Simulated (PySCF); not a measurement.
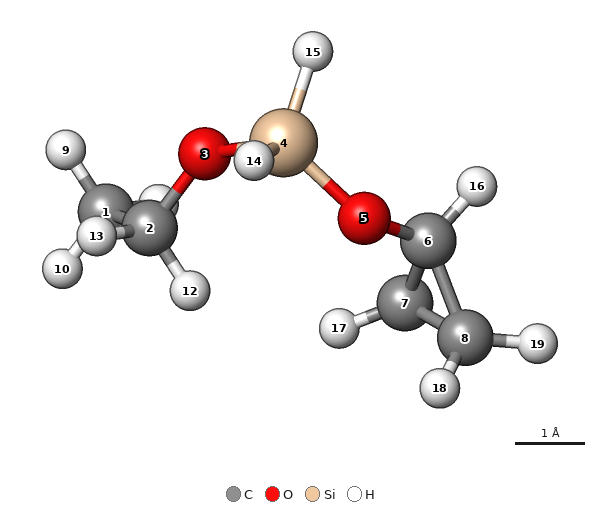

Figure 1. The input geometry (ball-and-stick view, seen at a tilt; atoms are numbered from 1 in the order of the input).

# C₅H₁₁O₂Si: EPR calculation

System: C₅H₁₁O₂Si, multiplicity 2.
Method: UKS B3LYP, pcH-1 on C H O Si, non-relativistic, mean-field spin-orbit, GIAO (PySCF 2.14.0).

It belongs to a series of runs on one base structure; here: H removed from sp3 C.

**Output**
```
UKS, coarse grid
  cycle   1  E = -636.90138418  |g| = 7.21e-01
  cycle   2  E = -636.58697464  |g| = 1.17e+00
  cycle   3  E = -637.07822428  |g| = 1.13e-01
  cycle   4  E = -637.08260402  |g| = 4.85e-02
  cycle   5  E = -637.08375291  |g| = 1.01e-02
  cycle   6  E = -637.08379436  |g| = 5.69e-03
  cycle   7  E = -637.08380804  |g| = 1.98e-03
  cycle   8  E = -637.08381122  |g| = 8.21e-04
UKS, final grid
  cycle   1  E = -637.08374440  |g| = 1.05e-03
  cycle   2  E = -637.08374394  |g| = 1.56e-03
  cycle   3  E = -637.08374488  |g| = 1.40e-04
  cycle   4  E = -637.08374489  |g| = 4.57e-05
  cycle   5  E = -637.08374489  |g| = 2.32e-05
E = -637.08374489 Eh   <S^2> = 0.7531 (exact 0.7500)
g shifts (ppm)      1          2          3
  rmc          -151       -151       -151
  gc              3         36         16
  oz_so          20        364       1183
  total        -128        249       1048
hyperfine (MHz)  atom isotope    a_iso     a_fc   dipolar eigenvalues
    0   13C       0.11       0.11     -0.18     -0.16      0.35
    1   13C       0.39       0.39     -0.34     -0.31      0.65
    2   17O      -0.23      -0.23     -0.29      0.07      0.23
    3  29Si      -0.08      -0.07     -0.44      0.15      0.29
    4   17O      -0.24      -0.23    -12.97      6.16      6.80
    5   13C     -11.89     -11.89     -5.48     -0.10      5.58
    6   13C     278.94     279.00    -72.51    -69.95    142.46
    7   13C     -22.31     -22.31     -7.85     -2.51     10.36
    8    1H       0.07       0.07     -0.42     -0.41      0.83
    9    1H       0.00       0.00     -0.50     -0.48      0.99
   10    1H       0.05       0.05     -0.96     -0.87      1.83
   11    1H       0.18       0.18     -1.91     -1.84      3.75
   12    1H       0.12       0.12     -0.63     -0.58      1.20
   13    1H       1.44       1.44     -0.90     -0.74      1.64
   14    1H      -0.49      -0.49     -0.97     -0.88      1.85
   15    1H      53.66      53.66     -6.69     -3.12      9.81
   16    1H     -18.25     -18.27    -32.57     -4.09     36.65
   17    1H      58.30      58.30     -6.55     -1.96      8.50
   18    1H     102.24     102.23     -7.05     -4.18     11.23
```

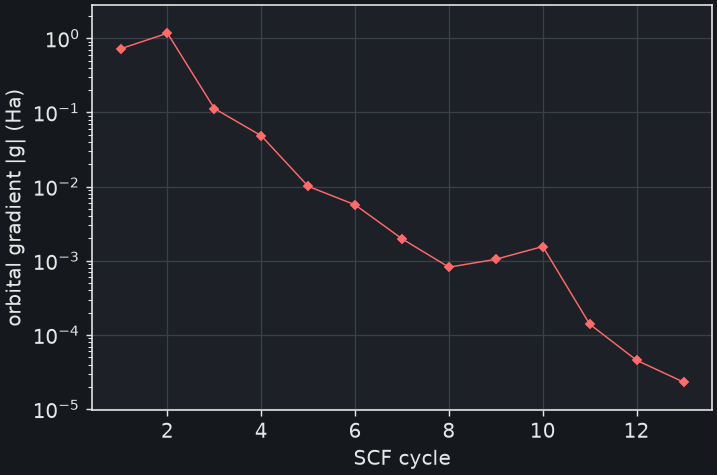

Figure 2. Convergence of the self-consistent field: orbital gradient |g| against the SCF cycle. All cycles printed in the log are drawn one after another.

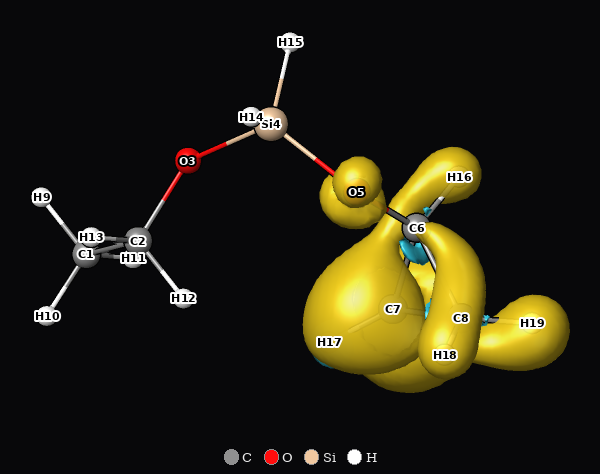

Figure 3. Isosurfaces of the spin density at +0.015 (yellow) and −0.015 e/Å³ (cyan), seen at a tilt. The unpaired spin (1 electron) lies mostly on C7 (about 0.7) and C8 (about 0.1), in electrons by Hirshfeld's partition.

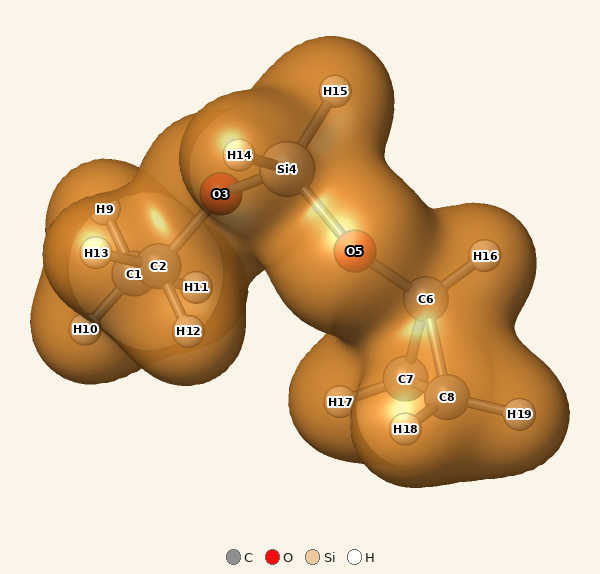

Figure 4. Isosurface of the electron density at 0.1 e/Å³ (orange), seen at a tilt. At this value the surface is in one piece. On the grid the lowest density along these lines, outside the cores, is 1.8 e/Å³ (C–O, 1.38 Å), 1.8 e/Å³ (C–C, 1.46 Å), 0.98 e/Å³ (Si–O, 1.62 Å) and 1.9 e/Å³ (C–H, 1.07 Å).

The run was set up as follows.

**Input file**
```
{"job": {"kind": "epr", "basis": "pcH-1"}, "charge": 0, "multiplicity": 2}
C      2.712280    -1.055383    -0.655646
C      1.913667     0.172693    -0.244124
O      1.315906    -0.050603     1.003321
Si     0.116283     0.723498     1.764358
O     -1.264866     0.893288     0.923014
C     -2.159728    -0.020652     0.395759
C     -1.913912    -0.623488    -0.909047
C     -2.981450     0.377644    -0.825206
H      3.474866    -1.264934     0.089505
H      3.188938    -0.884515    -1.617233
H      2.055408    -1.918200    -0.729936
H      1.144685     0.392913    -0.996083
H      2.573259     1.046683    -0.172323
H      0.358431     2.141539     1.990659
H      0.006312    -0.159091     2.913146
H     -2.674613    -0.591068     1.164032
H     -1.024181    -0.581955    -1.504463
H     -2.834643     1.346349    -1.290416
H     -4.016446     0.064533    -0.812359
```

The first line tells a small driver script what to run in PySCF; the rest is the geometry in Å.

Run as:
```bash
OMP_NUM_THREADS=1 python <driver script> task.json out
```

**Results in brief**

| quantity | value |
| --- | --- |
| outcome | converged |
| total energy | −637.083745 hartree |
| ⟨S²⟩ | 0.753 |
| isotropic g | 2.0027 |
| hardware | 1 CPU thread, shared host |
| wall time | 2.1 min |
| peak memory | 1 GiB |
